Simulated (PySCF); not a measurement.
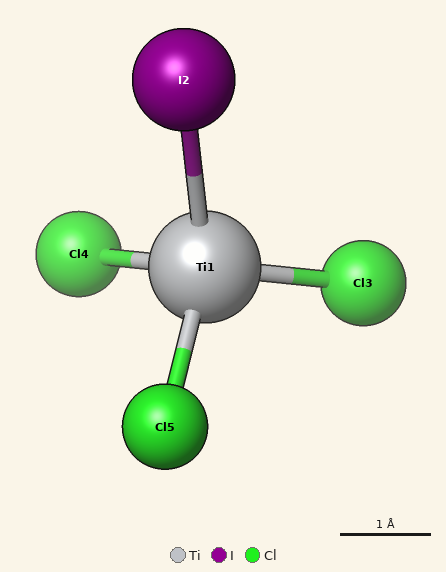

TiICl₃, before the relaxation. A ball-and-stick model, seen from a free direction.

The start comes from GFN2-xTB. Its atoms were then displaced at random by about 0.03 Å.

The calculation used PySCF, PBE0-D3(BJ)/def2-SVP geometry optimisation, gas phase.

```xyz
5

Ti    0.0609   -0.0761   -0.0565
I    -0.0059   -0.0332    2.5318
Cl    1.9067    0.0043   -0.8577
Cl   -0.8936    1.7176   -0.8161
Cl   -0.9933   -1.7231   -0.8636
```

What does the optimiser find from here?

Answer. Over 15 geometry steps the energy falls by 26.2 kJ/mol. The atom that moves furthest after the best rigid fit is Cl3 (0.16 Å). Largest moves by element: Cl 0.16 Å, I 0.09 Å, Ti 0.08 Å. Near-neighbour distances that change, for instance: Ti1–Cl3 2.014 → 2.150 Å, Ti1–I2 2.590 → 2.533 Å, Ti1–Cl5 2.115 → 2.150 Å, Ti1–Cl4 2.169 → 2.153 Å. Among the angles between lasting bonds that change: Cl3–Ti1–Cl4 103.4° → 109.8°, I2–Ti1–Cl3 114.9° → 109.2°, I2–Ti1–Cl5 112.4° → 109.4°. Cost: 4.6 min on 1 thread of AMD EPYC, with other jobs on the host.

History of the run:

```
step  E − E(0), kJ/mol
   0              0.00
   1            -23.66
   2            -25.86
   3            -26.16
   4            -26.19
   5            -26.21
   6            -26.20
   7            -26.19
   8            -26.20
   9            -26.20
  10            -26.20
  11            -26.20
  12            -26.20
  13            -26.20
  14            -26.20
  15            -26.20
```

Final geometry:

```xyz
5

Ti    0.0133   -0.0181   -0.0897
I     0.0197   -0.0521    2.4435
Cl    2.0425   -0.0457   -0.8009
Cl   -0.9801    1.7588   -0.7898
Cl   -1.0206   -1.7534   -0.8252
```

After the run, drawn alike:

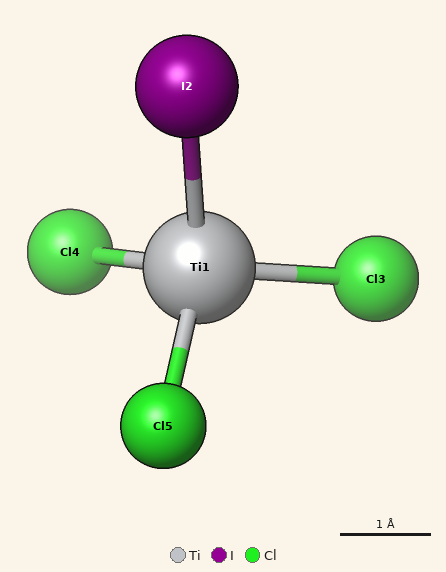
